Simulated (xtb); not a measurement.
**Energy and gradient calculation of C2H7ClGe**

- system: C2H7ClGe
- method: GFN0-xTB (xtb 6.7.1)

The geometry comes from this level: PBE0-D4/def2-TZVP.

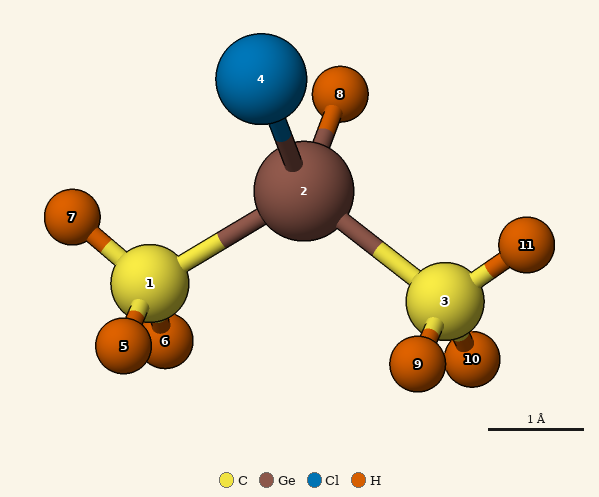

Figure 1. The structure as given in the input (ball-and-stick view, seen at a tilt; atoms are numbered from 1 in the order of the input). Sticks mark near contacts.

Input file (mol.coord):
```
$coord
     -1.849474958171      2.515036499264     -0.292718576705  c
     -0.819952165475     -1.006468133976     -0.181035762739  ge
      2.666025616622     -1.466805417935      0.872486551740  c
     -1.090938891746     -2.436990810317     -4.021148220591  cl
     -0.583736399897      3.573661074280     -1.527276653923  h
     -1.778799201110      3.333476883840      1.600220082333  h
     -3.771515399528      2.670749931934     -1.016483682436  h
     -2.657332876449     -2.632577464216      1.382712605389  h
      3.916646365899     -0.391362280410     -0.362827415928  h
      2.911690012823     -0.808046890890      2.812479391281  h
      3.180975985583     -3.458387780678      0.772709012359  h
$end
```

Command:
```bash
xtb mol.coord --json --grad --gfn 0 | tee mol.out
```

The program's output:
```
* xtb version 6.7.1
   ID    Z sym.   atoms
    1    6 c      1, 3
    2   32 ge     2
    3   17 cl     4
    4    1 h      5-11

           -------------------------------------------------
          |                Calculation Setup                |
           -------------------------------------------------

          program call               : xtb mol.coord --json --grad --gfn 0
          coordinate file            : mol.coord
          omp threads                :                     1

           -------------------------------------------------
          |                 G F N 0 - x T B                 |
           -------------------------------------------------

      * Hamiltonian:
        H0-scaling (s, p, d)           2.000000    2.486800    2.270000
        zeta-weighting                 1.000000
      * Dispersion:
        s8                             2.850000
        a1                             0.800000
        a2                             4.600000
        s9                             0.000000
      * Repulsion:
        kExp                           1.500000
        rExp                           1.000000
      * Coulomb:
        alpha                          0.000000
        third order                    atomic
        anisotropic                    false
      * Polar bond correction:
        rad-shift                      0.053700
        strength                      -0.012900
        en-exp                         3.484700
        en-scale                       0.509700

          ...................................................
          :                      SETUP                      :
          :.................................................:
          :  # basis functions                  42          :
          :  # atomic orbitals                  40          :
          :  # shells                           24          :
          :  # electrons                        26          :
          :  electronic temp.          300.0000000     K    :
          :  accuracy                    1.0000000          :
          :  -> integral cutoff          0.2500000E+02      :
          :  -> integral neglect         0.1000000E-07      :
          ...................................................
  Checking positiv definite overlap ...  done.

         #    Occupation            Energy/Eh            Energy/eV
      -------------------------------------------------------------
         1        2.0000           -0.9703595             -26.4048
       ...           ...                  ...                  ...
         7        2.0000           -0.5273613             -14.3502
         8        2.0000           -0.5267157             -14.3327
         9        2.0000           -0.4863002             -13.2329
        10        2.0000           -0.4667077             -12.6998
        11        2.0000           -0.4654186             -12.6647
        12        2.0000           -0.4484061             -12.2017
        13        2.0000           -0.4387904             -11.9401 (HOMO)
        14                         -0.1733687              -4.7176 (LUMO)
        15                         -0.1594381              -4.3385
        16                         -0.1573490              -4.2817
        17                         -0.1392779              -3.7899
        18                         -0.1240767              -3.3763
       ...                                ...                  ...
        40                          1.3934170              37.9168
      -------------------------------------------------------------
                  HL-Gap            0.2654217 Eh            7.2225 eV
             Fermi-level            0.0000000 Eh            0.0000 eV

 EHT (total)                   0 d,  0 h,  0 min,  0.004 sec
 EHT setup                      ...        0 min,  0.000 sec (  1.874%)
 Coordination number            ...        0 min,  0.000 sec (  0.802%)
 EEQ model density              ...        0 min,  0.000 sec (  1.151%)
 D4 Dispersion                  ...        0 min,  0.000 sec (  3.461%)
 Integral evaluation            ...        0 min,  0.001 sec ( 31.446%)
 Cholesky factorization         ...        0 min,  0.000 sec (  1.027%)
 Zeroth order Hamiltonian       ...        0 min,  0.000 sec ( 10.953%)
 Gradient calculation           ...        0 min,  0.002 sec ( 46.419%)

         :::::::::::::::::::::::::::::::::::::::::::::::::::::
         ::                     SUMMARY                     ::
         :::::::::::::::::::::::::::::::::::::::::::::::::::::
         :: total energy             -14.505118282266 Eh    ::
         :: gradient norm              0.020440186065 Eh/a0 ::
         :: HOMO-LUMO gap              7.222491252739 eV    ::
         ::.................................................::
         :: H0 energy                -14.516189469349 Eh    ::
         :: repulsion energy           0.142397922312 Eh    ::
         :: electrostat energy        -0.128616558927 Eh    ::
         :: -> Gsolv                   0.000000000000 Eh    ::
         ::    -> Gsasa                0.000000000000 Eh    ::
         ::    -> Gshift               0.000000000000 Eh    ::
         :: dispersion energy         -0.002710176302 Eh    ::
         :: short-range corr.          0.000000000000 Eh    ::
         :: add. restraining           0.000000000000 Eh    ::
         :: total charge              -0.000000000000 e     ::
         :::::::::::::::::::::::::::::::::::::::::::::::::::::

           -------------------------------------------------
          |                Property Printout                |
           -------------------------------------------------

    * Orbital Energies and Occupations

         #    Occupation            Energy/Eh            Energy/eV
      -------------------------------------------------------------
         1        2.0000           -0.9703595             -26.4048
         2        2.0000           -0.6427713             -17.4907
         3        2.0000           -0.6194007             -16.8548
         4        2.0000           -0.5998479             -16.3227
         5        2.0000           -0.5336379             -14.5210
         6        2.0000           -0.5323774             -14.4867
         7        2.0000           -0.5273613             -14.3502
         8        2.0000           -0.5267157             -14.3327
         9        2.0000           -0.4863002             -13.2329
        10        2.0000           -0.4667077             -12.6998
        11        2.0000           -0.4654186             -12.6647
        12        2.0000           -0.4484061             -12.2017
        13        2.0000           -0.4387904             -11.9401 (HOMO)
        14                         -0.1733687              -4.7176 (LUMO)
        15                         -0.1594381              -4.3385
        16                         -0.1573490              -4.2817
        17                         -0.1392779              -3.7899
        18                         -0.1240767              -3.3763
        19                         -0.1197565              -3.2587
        20                         -0.1060793              -2.8866
        21                         -0.0937929              -2.5522
        22                         -0.0737734              -2.0075
        23                         -0.0712155              -1.9379
        24                         -0.0621829              -1.6921
       ...                                ...                  ...
        40                          1.3934170              37.9168
      -------------------------------------------------------------
                  HL-Gap            0.2654217 Eh            7.2225 eV
             Fermi-level            0.0000000 Eh            0.0000 eV

     #   Z          covCN         q      C6AA      α(0)
     1   6 c        3.665    -0.707    43.966     9.616
     2  32 ge       3.522     0.695   174.168    23.631
     3   6 c        3.665    -0.707    43.970     9.617
     4  17 cl       0.812    -0.327   107.504    15.849
     5   1 h        0.925     0.197     1.116     1.652
     6   1 h        0.924     0.181     1.198     1.712
     7   1 h        0.925     0.195     1.126     1.660
     8   1 h        0.927    -0.099     5.536     3.679
     9   1 h        0.925     0.197     1.116     1.652
    10   1 h        0.924     0.181     1.198     1.712
    11   1 h        0.925     0.195     1.126     1.659

 Mol. C6AA /au·bohr⁶  :       2065.356571
 Mol. C8AA /au·bohr⁸  :      86601.873489
 Mol. α(0) /au        :         72.438364

Wiberg/Mayer (AO) data.
largest (>0.10) Wiberg bond orders for each atom

 ---------------------------------------------------------------------------
     #   Z sym  total        # sym  WBO       # sym  WBO       # sym  WBO
 ---------------------------------------------------------------------------
     1   6 c    3.950 --     2 ge   0.978     6 h    0.944     7 h    0.943
                             5 h    0.939
     2  32 ge   4.081 --     4 cl   1.052     1 c    0.978     3 c    0.978
                             8 h    0.855
     3   6 c    3.950 --     2 ge   0.978    10 h    0.944    11 h    0.943
                             9 h    0.939
     4  17 cl   1.195 --     2 ge   1.052
     5   1 h    0.979 --     1 c    0.939
     6   1 h    0.980 --     1 c    0.944
     7   1 h    0.979 --     1 c    0.943
     8   1 h    0.977 --     2 ge   0.855
     9   1 h    0.979 --     3 c    0.939
    10   1 h    0.980 --     3 c    0.944
    11   1 h    0.979 --     3 c    0.943
 ---------------------------------------------------------------------------

Topologies differ in total number of bonds
Writing topology from bond orders to xtbtopo.mol

 dipole moment from electron density (au)
     X       Y       Z
   0.3154   0.5652   0.7095  total (Debye):    2.441

           -------------------------------------------------
          | TOTAL ENERGY              -14.505118282266 Eh   |
          | GRADIENT NORM               0.020440186065 Eh/α |
          | HOMO-LUMO GAP               7.222491252739 eV   |
           -------------------------------------------------

------------------------------------------------------------------------
------------------------------------------------------------------------
 total:
 *  cpu-time:     0 d,  0 h,  0 min,  0.016 sec
 * ratio c/w:     1.000 speedup
 SCF:
 *  cpu-time:     0 d,  0 h,  0 min,  0.004 sec
 * ratio c/w:     1.000 speedup
```

Standard error:
```
normal termination of xtb
```

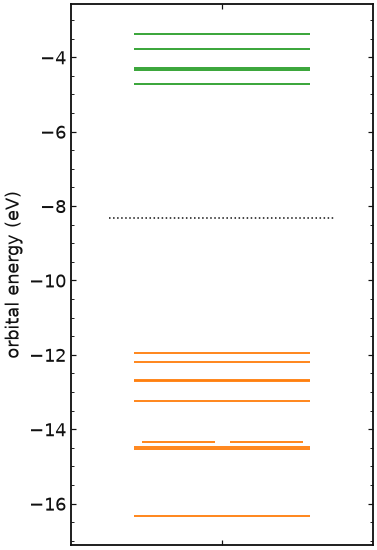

Figure 2. Orbital energies near the frontier; the dotted line parts filled from empty levels, and levels within 0.02 eV of each other stand side by side. Highest filled −11.94 eV, lowest empty −4.72 eV, 7.22 eV apart.

Summary:

| quantity | value |
| --- | --- |
| outcome | converged |
| electrons treated | 26 |
| total energy | −14.505118 hartree |
| dispersion energy | −0.002710 hartree |
| basis functions | 42 |
| largest force | 0.809 eV/Å |
| HOMO | −11.94 eV |
| LUMO | −4.72 eV |
| dipole moment | 2.44 D |
| hardware | 1 thread of Intel Xeon @ 2.50GHz (Skylake/Cascade Lake), 16 GiB of memory available, shared host |
| peak memory | 0.068 GiB |
